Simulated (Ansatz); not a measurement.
```json
{"atom": "N", "x (Å)": "-1.1312", "y (Å)": "-0.8491", "z (Å)": "-1.0594"}
{"atom": "B", "x (Å)": "-0.9300", "y (Å)": "-0.3221", "z (Å)": "0.2061"}
{"atom": "Si", "x (Å)": "0.9865", "y (Å)": "-0.0037", "z (Å)": "0.7133"}
{"atom": "F", "x (Å)": "1.8533", "y (Å)": "-0.6211", "z (Å)": "-0.5423"}
{"atom": "S", "x (Å)": "1.4316", "y (Å)": "2.0746", "z (Å)": "0.9815"}
{"atom": "H", "x (Å)": "-0.3601", "y (Å)": "-1.0936", "z (Å)": "-1.6725"}
{"atom": "H", "x (Å)": "-2.0459", "y (Å)": "-1.0384", "z (Å)": "-1.4525"}
{"atom": "H", "x (Å)": "-1.8809", "y (Å)": "-0.0589", "z (Å)": "0.9052"}
{"atom": "H", "x (Å)": "1.5174", "y (Å)": "-0.6374", "z (Å)": "1.9538"}
{"atom": "H", "x (Å)": "0.6425", "y (Å)": "2.4986", "z (Å)": "-0.0304"}
```

The calculation used RKS PBE0-D4/def2-SVP in Ansatz.

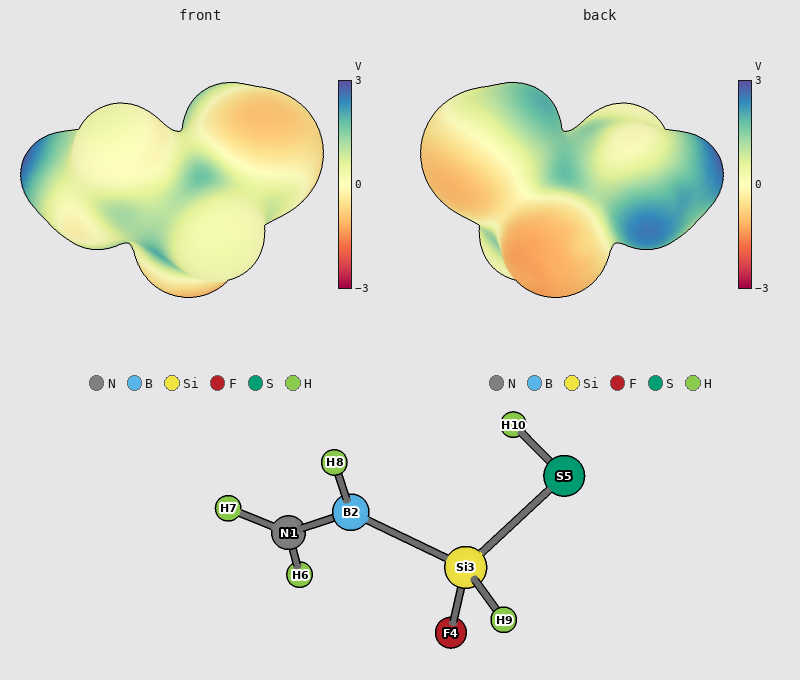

BFH$_{5}$NSSi. The electrostatic potential painted on the density surface at 0.004 e/bohr³, seen from the front and from behind; the colour scale runs from red (negative) to blue (positive). The bare structure is drawn below in the same view.

**Describe the electrostatic potential map.**

The most negative region (about −1.3 V) lies over F4, the most positive (about +2.8 V) over H7.
